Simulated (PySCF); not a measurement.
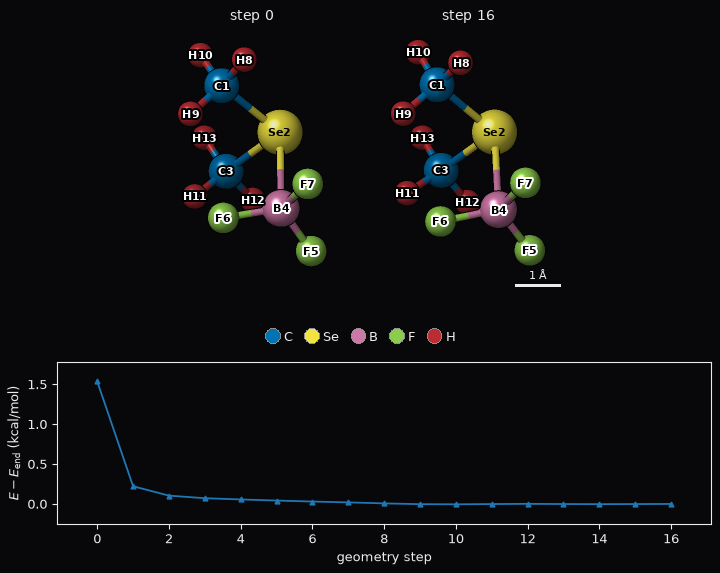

First and last geometry of a relaxation of C$_{2}$H$_{6}$BF$_{3}$Se, with the history of the run. Style: ball-and-stick. Shown from a free direction.

The start comes from GFN2-xTB. Its atoms were then displaced at random by about 0.01 Å.

Method: PySCF, PBE0-D3(BJ)/def2-TZVP geometry optimisation, gas phase. 

Read the history and describe the run.

Answer. It converged. Over 16 geometry steps the energy falls by 1.54 kcal/mol. H11 moves most after the best rigid fit: 0.11 Å. By element the largest moves are H 0.11 Å, F 0.10 Å, B 0.06 Å, C 0.04 Å, Se 0.04 Å. Among the contacts that change: Se2–B4 2.292 → 2.354 Å, C1–H8 1.104 → 1.089 Å, C1–H9 1.074 → 1.088 Å, B4–F5 1.335 → 1.347 Å. Bond angles that change, for instance: Se2–B4–F5 104.3° → 101.3°, H8–C1–H9 107.6° → 110.0°, C3–Se2–B4 94.6° → 96.7°. The run took 8.9 min on 1 thread of Arm Neoverse V2, with other jobs on the host.
